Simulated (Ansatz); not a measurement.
Consider SiH₄···PH₃ (SMILES [SiH4].P).

Input file:

```
crystal:
  periodic: [false, false, false]
  atoms:
    - {symbol: Si, position_ang: [-0.292224, 0.000464, -1.847912]}
    - {symbol: H, position_ang: [-0.420824, -0.344268, -3.288812]}
    - {symbol: H, position_ang: [-1.643217, 0.225536, -1.277530]}
    - {symbol: H, position_ang: [0.530666, 1.226849, -1.709654]}
    - {symbol: H, position_ang: [0.366984, -1.129112, -1.142920]}
    - {symbol: P, position_ang: [0.211201, 0.295672, 1.842461]}
    - {symbol: H, position_ang: [0.150906, 0.860649, 3.143355]}
    - {symbol: H, position_ang: [1.516680, -0.225633, 2.036651]}
    - {symbol: H, position_ang: [-0.420072, -0.910056, 2.244259]}
basis:
  gaussian: {orbitals: "def2-TZVPPD.json"}
hamiltonian: {xc: pbe0, dispersion: d4}
output: {orbitals: {seedname: orbitals}}
```

Run with:

```sh
ansatz run in.yaml --threads 2 --pin off --events-out ev --progress --plain --max-ram 5222MiB
```

Geometry: PBE0-D4/def2-TZVP.

Method: Ansatz, RKS PBE0-D4/def2-TZVPPD.

> What can the converged electron density and electron localisation function tell about the bonding?

Si1···P6 (3.74 Å): the density falls to about 0.04 e/Å³ on the way; the ELF dips to about 0.05 between them: a weak contact between the two molecules.
P–H (1.42 Å): ρ at the midpoint is about 1.1 e/Å³; the ELF climbs to about 1 towards the hydrogen, as it does in any bond to H.
Si–H (1.49 Å): ρ is about 0.8 e/Å³ halfway; the ELF climbs to about 1 towards the hydrogen.

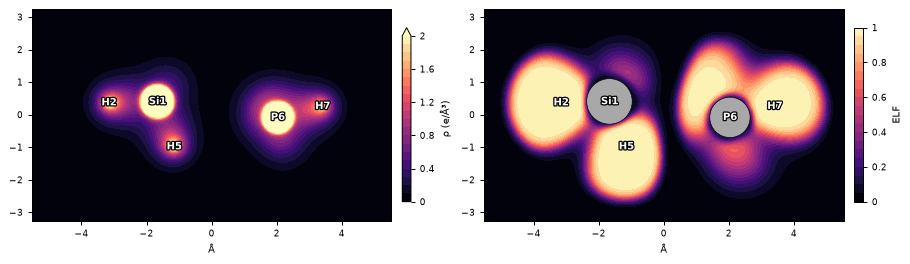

Computed electron density and electron localisation function on the plane of atoms H2, Si1 and H5, in this order. Grey discs cover the atomic cores in the ELF map. 
